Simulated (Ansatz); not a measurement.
# A computed series for InSb: pressure series

The reference is InSb in the zinc blende structure (space group F-43m, No. 216; a = 6.519 Å).

Cell and atoms are relaxed at each pressure.

Method: plane-wave PAW DFT at the PBEsol level (Ansatz, an electronic-structure program, 420 eV), no SOC.

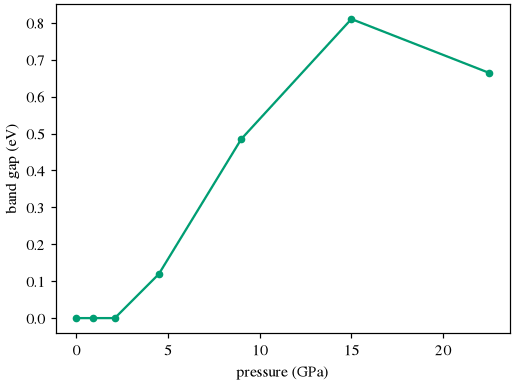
Figure. Band gap against pressure

**Question.** From the plot, what is the band gap for pressure 22.5 GPa?

**Answer.** About 0.66 eV.

**Question.** Is the trend monotonic over the range shown?

**Answer.** No, it turns within the range, spanning zero to 0.81 eV.

With Sb present, leaving out spin-orbit coupling can change the band edges. Load acts through the strain it causes; cell and atoms are relaxed under it. No phonon test of stability was made. Tetrahedral semiconductors of this kind turn to denser phases somewhere between about 1 and 50 GPa; those were not computed, so compressed cells here can lie past the real transition. The final runs are not spin-polarised. The zero or small gap of InSb can change with the level of theory.
